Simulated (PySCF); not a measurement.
**SnBrF (SMILES [F][Sn][Br]) at 3 levels**

Wanted: a comparison of 3 runs (HF/def2-TZVP, B3LYP/3-21G, CAM-B3LYP/def2-SVPD) of SnBrF. The job is set up through a Python script.

Program for the calculation: PySCF 2.14.0.

### 1 Starting point

The species is SnBrF (3 atoms), meant as a singlet with charge 0. SMILES: `[F][Sn][Br]`. The coordinates come from a PBE0-D4/def2-TZVP relaxation.

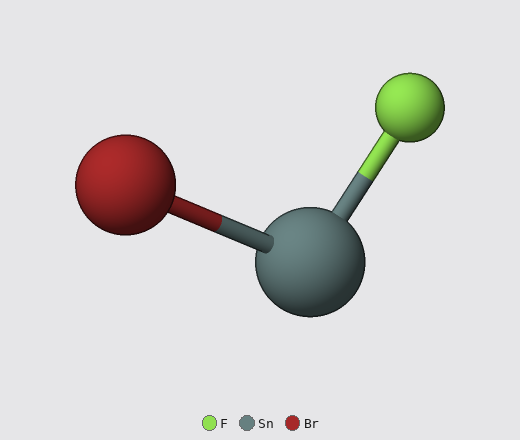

The structure, seen from a chosen angle (fluorine green, tin teal, bromine red).

### 2 Energy and gradient at HF/def2-TZVP (core potential) (run 1)

job.py

```python
from pyscf import gto

molecule = gto.M(
    atom='''
F     -1.782390     2.360079    -0.734914
Sn    -1.202811    -1.251944    -0.787638
Br     2.964413    -1.230590     1.497419
''',
    ecp={'Sn': 'def2-svp'},
    verbose=4,
    basis='def2-tzvp',
    max_memory=1860,
    unit='bohr',
)

calc0 = molecule.RHF()
calc0.conv_tol = 1e-10
calc0.kernel()
if not calc0.converged:
    calc0 = calc0.newton().run(calc0.mo_coeff, calc0.mo_occ)

etot = calc0.e_tot
print('Final energy', etot)
grad = calc0.nuc_grad_method().kernel()
dip = calc0.dip_moment()
pop, q = calc0.mulliken_pop()
```

Launch:

```
$ OMP_NUM_THREADS=1 python job.py
```

What it wrote:

```text
PySCF version 2.14.0

[INPUT] num. atoms = 3
[INPUT] num. electrons = 66
[INPUT] charge = 0
[INPUT] spin (= nelec alpha-beta = 2S) = 0
[INPUT] symmetry False subgroup None
[INPUT] Mole.unit = bohr
[INPUT] Symbol           X                Y                Z      unit          X                Y                Z       unit  Magmom
[INPUT]  1 F     -0.943200168972   1.248900022771  -0.388899740786 AA   -1.782390000000   2.360079000000  -0.734914000000 Bohr   0.0
[INPUT]  2 Sn    -0.636500170244  -0.662500234148  -0.416800080055 AA   -1.202811000000  -1.251944000000  -0.787638000000 Bohr   0.0
[INPUT]  3 Br     1.568699803355  -0.651200183986   0.792400009999 AA    2.964413000000  -1.230590000000   1.497419000000 Bohr   0.0

[... 50 lines left out ...]
converged SCF energy = -2885.35882967999
Final energy -2885.358829679991
[... 9 lines left out ...]
Dipole moment(X, Y, Z, Debye): -1.91886, -2.79991, -1.33817
[... 133 lines left out ...]
charge of    2Br =     -0.44412
```

Run time: 31 s. Hardware: 1 thread of Intel Xeon at 2.70GHz, shared host; peak memory 0.39 GiB.

### 3 Energy and gradient at B3LYP/3-21G (run 2)

input.py

```python
# [F][Sn][Br]
import pyscf.grad
from pyscf import gto, dft

mol = gto.Mole()
mol.atom = '''
F     -1.782390     2.360079    -0.734914
Sn    -1.202811    -1.251944    -0.787638
Br     2.964413    -1.230590     1.497419
'''
mol.basis = '3-21g'
mol.max_memory = 1860
mol.charge = 0
mol.verbose = 4
mol.unit = 'bohr'
mol.build()

myscf = dft.RKS(mol, xc='b3lyp')
myscf.grids.level = 5
myscf.conv_tol = 1e-10
myscf.kernel()
if not myscf.converged:
    myscf = myscf.newton().run(myscf.mo_coeff, myscf.mo_occ)

energy = myscf.e_tot
print('E = %.10f Eh' % energy)
grad = myscf.Gradients().kernel()
myscf.analyze()
```

Launch:

```
$ OMP_NUM_THREADS=1 python input.py
```

What it wrote:

```text
PySCF version 2.14.0

[INPUT] num. atoms = 3
[INPUT] num. electrons = 94
[INPUT] charge = 0
[INPUT] spin (= nelec alpha-beta = 2S) = 0
[INPUT] symmetry False subgroup None
[INPUT] Mole.unit = bohr
[INPUT] Symbol           X                Y                Z      unit          X                Y                Z       unit  Magmom
[INPUT]  1 F     -0.943200168972   1.248900022771  -0.388899740786 AA   -1.782390000000   2.360079000000  -0.734914000000 Bohr   0.0
[INPUT]  2 Sn    -0.636500170244  -0.662500234148  -0.416800080055 AA   -1.202811000000  -1.251944000000  -0.787638000000 Bohr   0.0
[INPUT]  3 Br     1.568699803355  -0.651200183986   0.792400009999 AA    2.964413000000  -1.230590000000   1.497419000000 Bohr   0.0

[... 77 lines left out ...]
Two-electron Coulomb Energy =         4127.719224140316328
[... 10 lines left out ...]
MO #8   energy= -55.677061494396   occ= 2
[... 8 lines left out ...]
MO #17  energy= -17.8790859699732  occ= 2
[... 8 lines left out ...]
MO #26  energy= -3.34837087665036  occ= 2
[... 8 lines left out ...]
MO #35  energy= -1.13741378345028  occ= 2
[... 8 lines left out ...]
MO #44  energy= -0.349726390914153 occ= 2
[... 8 lines left out ...]
MO #53  energy= 0.219153297276878  occ= 0
[... 8 lines left out ...]
MO #62  energy= 3.19245740192708   occ= 0
[... 68 lines left out ...]
Dipole moment(X, Y, Z, Debye): -1.95054, -1.67762, -1.24049
```

Run time: 17 s. Hardware: 1 thread of Intel Xeon at 2.70GHz, shared host; peak memory 0.61 GiB.

### 4 Energy and forces at CAM-B3LYP/def2-SVPD (core potential) (run 3)

job.py

```python
import pyscf.grad
from pyscf import gto, dft

mol = gto.M(
    atom='''
F     -1.782390     2.360079    -0.734914
Sn    -1.202811    -1.251944    -0.787638
Br     2.964413    -1.230590     1.497419
''',
    ecp={'Sn': 'def2-svp'},
    unit='bohr',
    verbose=4,
    basis='def2-svpd',
    max_memory=1860,
)

myscf = dft.RKS(mol)
myscf.xc = 'cam-b3lyp'
myscf.conv_tol = 1e-10
myscf.grids.level = 5
myscf.kernel()
if not myscf.converged:
    myscf = myscf.newton().run(myscf.mo_coeff, myscf.mo_occ)

e_final = myscf.e_tot
print('Final energy', e_final)
grad = myscf.Gradients().kernel()
myscf.analyze()
```

Launch:

```
$ OMP_NUM_THREADS=1 python job.py
```

What it wrote:

```text
PySCF version 2.14.0

[INPUT] num. atoms = 3
[INPUT] num. electrons = 66
[INPUT] charge = 0
[INPUT] spin (= nelec alpha-beta = 2S) = 0
[INPUT] symmetry False subgroup None
[INPUT] Mole.unit = bohr
[INPUT] Symbol           X                Y                Z      unit          X                Y                Z       unit  Magmom
[INPUT]  1 F     -0.943200168972   1.248900022771  -0.388899740786 AA   -1.782390000000   2.360079000000  -0.734914000000 Bohr   0.0
[INPUT]  2 Sn    -0.636500170244  -0.662500234148  -0.416800080055 AA   -1.202811000000  -1.251944000000  -0.787638000000 Bohr   0.0
[INPUT]  3 Br     1.568699803355  -0.651200183986   0.792400009999 AA    2.964413000000  -1.230590000000   1.497419000000 Bohr   0.0

[... 93 lines left out ...]
MO #5   energy= -56.358261627577   occ= 2
[... 12 lines left out ...]
MO #18  energy= -2.69648958909765  occ= 2
[... 12 lines left out ...]
MO #31  energy= -0.36505233140847  occ= 2
[... 12 lines left out ...]
MO #44  energy= 0.119710765888408  occ= 0
[... 12 lines left out ...]
MO #57  energy= 0.365227446608159  occ= 0
[... 12 lines left out ...]
MO #70  energy= 0.801619434316802  occ= 0
[... 12 lines left out ...]
MO #83  energy= 3.41681595554943   occ= 0
[... 12 lines left out ...]
MO #96  energy= 51.9467134145632   occ= 0
[... 102 lines left out ...]
Dipole moment(X, Y, Z, Debye): -1.86300, -2.74325, -1.30176
```

It took 57 s on 1 thread of Intel Xeon at 2.70GHz, shared host; peak memory 0.94 GiB.

### 5 Overview of the runs

```csv
run,level,core potential,integration grid,energy (Eh),dipole moment (D),HOMO energy (eV),LUMO energy (eV),wall time
1,HF/def2-TZVP (core potential),def2-svp,–,-2885.358830,3.65,-10.36,-0.37,31 s
2,B3LYP/3-21G,–,5,-8660.021492,2.86,-7.21,-2.96,17 s
3,CAM-B3LYP/def2-SVPD (core potential),def2-svp,5,-2888.104542,3.56,-9.37,-2.19,57 s
```

### 6 Outcome

| quantity | value |
| --- | --- |
| run 3: total energy | -2888.10454 Eh |
| run 3: dipole moment | 3.56 D |
| run 3: HOMO energy | -9.37 eV |
| run 3: LUMO energy | -2.19 eV |
| run 3: HOMO–LUMO gap | 7.17 eV |
| run 3: largest force on an atom | 0.846 eV/Å |

The dipole moment (its size) runs from 2.86 D (B3LYP/3-21G) to 3.65 D (HF/def2-TZVP). The two ends differ in method and basis and core potential. The HOMO–LUMO gap runs from 4.25 eV (B3LYP/3-21G) to 9.99 eV (HF/def2-TZVP). Totals of different functionals can't be ranked against each other. Some runs of one species differ in core potentials or relativity; totals across that change don't compare. In run 2 relativity is left out where basis or elements ask for it. All runs together took 1.7 min, the longest 57 s.
